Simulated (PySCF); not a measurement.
# What a change does: excited-state calculation on C4H3BrO

System: C4H3BrO (3-bromofuran), SMILES Brc1ccoc1.
Method of the first run: TDDFT PBE0/aug-cc-pVDZ, vertical, gas phase, core orbitals frozen in the response (PySCF 2.14.0).

The geometry comes from this level: PBE0-D3(BJ)/def2-SVP. Text and figures count atoms from 1; the logs count them from 0 in places.

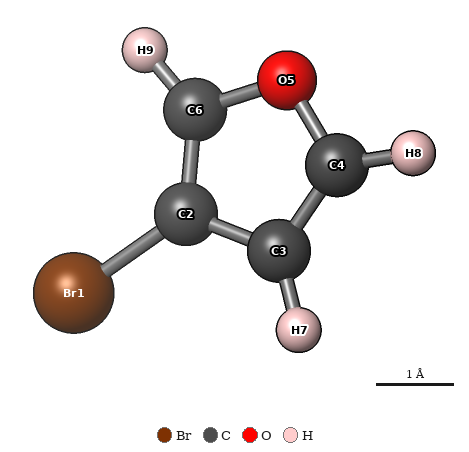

Fig. 1: The input geometry (ball-and-stick view, seen at a tilt; atoms are numbered from 1 in the order of the input). Bond lengths as drawn: Br–C 1.86 Å, C–C 1.36 to 1.43 Å, C–H 1.09 Å and C–O 1.35 Å.

Input, the first run:
```
{"job": {"kind": "uv", "xc": "PBE0", "basis": "aug-cc-pVDZ"}, "charge": 0, "multiplicity": 1}
Br     1.377711    -0.541004     2.361256
C      0.505350    -0.235648     0.744126
C     -0.565925     0.682657     0.512001
C     -0.866262     0.547787    -0.809836
O     -0.068189    -0.370345    -1.389308
C      0.766948    -0.847919    -0.447037
H     -1.034649     1.344311     1.235742
H     -1.599517     1.024164    -1.455539
H      1.484527    -1.604008    -0.751468
```

The first line tells a small driver script what to run in PySCF; the rest is the geometry in Å.

Launched with:
```bash
OMP_NUM_THREADS=1 python <driver script> task.json out
```

Hardware: 1 CPU thread, shared host.

Output (the first run):
```
coarse grid: 40648 points
cycle   1  E = -2802.9921317046  dE =  1.585e-01  |g| = 3.667e-01  |ddm| = 8.360e+00
cycle   2  E = -2802.9718218042  dE =  2.031e-02  |g| = 5.062e-01  |ddm| = 1.731e+00
cycle   3  E = -2803.0194305803  dE = -4.761e-02  |g| = 8.834e-02  |ddm| = 7.631e-01
cycle   4  E = -2803.0206001857  dE = -1.170e-03  |g| = 4.594e-02  |ddm| = 2.101e-01
cycle   5  E = -2803.0211254565  dE = -5.253e-04  |g| = 8.239e-03  |ddm| = 1.059e-01
cycle   6  E = -2803.0211408094  dE = -1.535e-05  |g| = 3.351e-03  |ddm| = 2.526e-02
cycle   7  E = -2803.0211433545  dE = -2.545e-06  |g| = 7.492e-04  |ddm| = 7.939e-03
final grid: 85232 points
cycle   8  E = -2803.0211853446  dE =  9.696e-08  |g| = 1.005e-03  |ddm| = 8.579e-03
cycle   9  E = -2803.0211850226  dE =  3.220e-07  |g| = 1.501e-03  |ddm| = 5.512e-03
cycle  10  E = -2803.0211855966  dE = -5.740e-07  |g| = 1.357e-04  |ddm| = 3.224e-03
cycle  11  E = -2803.0211856011  dE = -4.453e-09  |g| = 3.484e-05  |ddm| = 3.044e-04
cycle  12  E = -2803.0211856013  dE = -2.783e-10  |g| = 5.854e-06  |ddm| = 7.206e-05
converged SCF energy = -2803.0211856013

Static polarisability (au): isotropic 68.512, principal 46.677 68.099 90.759

Singlet excitations
state   eV       nm        f      main configurations
  1   5.3917    230.0   0.00004   H->L+1 0.86, H->L+2 0.08
  2   5.8694    211.2   0.07535   H->L 0.93
  3   5.9449    208.6   0.00715   H->L+2 0.86, H->L+1 0.09
  4   6.3666    194.7   0.00682   H->L+3 0.73, H-1->L+1 0.19
  5   6.4335    192.7   0.03386   H-1->L 0.56, H->L+5 0.39
  6   6.4687    191.7   0.00168   H-1->L+1 0.60, H->L+3 0.21, H-1->L+2 0.08
  7   6.6032    187.8   0.00349   H->L+4 0.87
  8   6.8525    180.9   0.00160   H-2->L+1 0.74, H-2->L+2 0.21
  9   6.9706    177.9   0.00032   H-1->L+2 0.72, H-2->L 0.11, H-1->L+1 0.08
 10   6.9803    177.6   0.00150   H-2->L 0.86, H-1->L+2 0.09

Triplet excitations (Tamm-Dancoff, eV): 3.9366 4.9918 5.1427 5.8615
```

The input of the second run differs as follows (lines with − go, lines with + come):
```diff
-"basis": "aug-cc-pVDZ"
+"basis": "def2-TZVPD"
```

How does the second run compare with the first run?

The total energy of the second run is 52.2 kcal/mol lower, which measures the change of basis and not a stability. The strongest computed line goes from 5.87 to 7.04 eV. The number of SCF iterations is the same. The basis functions go from 178 to 272.

Output (the second run):
```
coarse grid: 40648 points
cycle   1  E = -2803.0685527442  dE =  1.120e-01  |g| = 4.856e-01  |ddm| = 4.964e+00
cycle   2  E = -2803.0438355310  dE =  2.472e-02  |g| = 5.978e-01  |ddm| = 1.597e+00
cycle   3  E = -2803.1007581464  dE = -5.692e-02  |g| = 1.393e-01  |ddm| = 6.037e-01
cycle   4  E = -2803.1037519757  dE = -2.994e-03  |g| = 4.879e-02  |ddm| = 1.706e-01
cycle   5  E = -2803.1042724862  dE = -5.205e-04  |g| = 1.373e-02  |ddm| = 6.825e-02
cycle   6  E = -2803.1043150737  dE = -4.259e-05  |g| = 4.300e-03  |ddm| = 2.480e-02
cycle   7  E = -2803.1043192582  dE = -4.185e-06  |g| = 7.563e-04  |ddm| = 6.673e-03
final grid: 85232 points
cycle   8  E = -2803.1043510987  dE =  9.617e-08  |g| = 1.037e-03  |ddm| = 2.107e-02
cycle   9  E = -2803.1043507821  dE =  3.166e-07  |g| = 1.536e-03  |ddm| = 3.861e-03
cycle  10  E = -2803.1043513526  dE = -5.705e-07  |g| = 1.221e-04  |ddm| = 2.362e-03
cycle  11  E = -2803.1043513564  dE = -3.763e-09  |g| = 2.227e-05  |ddm| = 1.790e-04
cycle  12  E = -2803.1043513565  dE = -1.078e-10  |g| = 6.710e-06  |ddm| = 3.077e-05
converged SCF energy = -2803.1043513565

Static polarisability (au): isotropic 69.440, principal 47.421 69.304 91.596

Singlet excitations
state   eV       nm        f      main configurations
  1   5.4026    229.5   0.00013   H->L+1 0.94
  2   5.8910    210.5   0.07155   H->L 0.93
  3   6.2122    199.6   0.00830   H->L+2 0.91
  4   6.4425    192.4   0.03180   H-1->L 0.54, H->L+3 0.39
  5   6.4749    191.5   0.00016   H-1->L+1 0.83
  6   6.7341    184.1   0.00437   H->L+4 0.80, H->L+5 0.10
  7   6.8284    181.6   0.00163   H-2->L+1 0.94
  8   6.8688    180.5   0.00951   H->L+5 0.82, H->L+4 0.12
  9   6.9592    178.2   0.00281   H-2->L 0.96
 10   7.0379    176.2   0.26691   H->L+3 0.56, H-1->L 0.32

Triplet excitations (Tamm-Dancoff, eV): 3.9174 4.9963 5.1309 5.9134
```

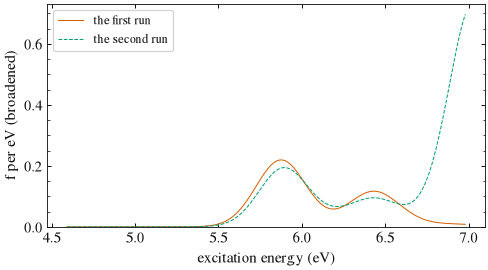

Fig. 2: Absorption of the two runs from their computed states, each broadened by a Gaussian of 0.35 eV full width; the range ends where the shorter list of states ends.

The two runs side by side:

```tsv
quantity	the first run	the second run
outcome	converged	converged
total energy (hartree)	−2803.021186	−2803.104351
HOMO (eV)	−6.82	−6.82
LUMO (eV)	−0.26	−0.24
dipole moment (D)	1.15	1.13
lowest excitation (eV)	5.39	5.40
SCF iterations	12	12
strongest computed line (eV)	5.87	7.04
basis functions	178	272
wall time (shared host)	42 s	81 s
```

For both runs: Spin–orbit coupling is left out, which matters for the heavy atoms.
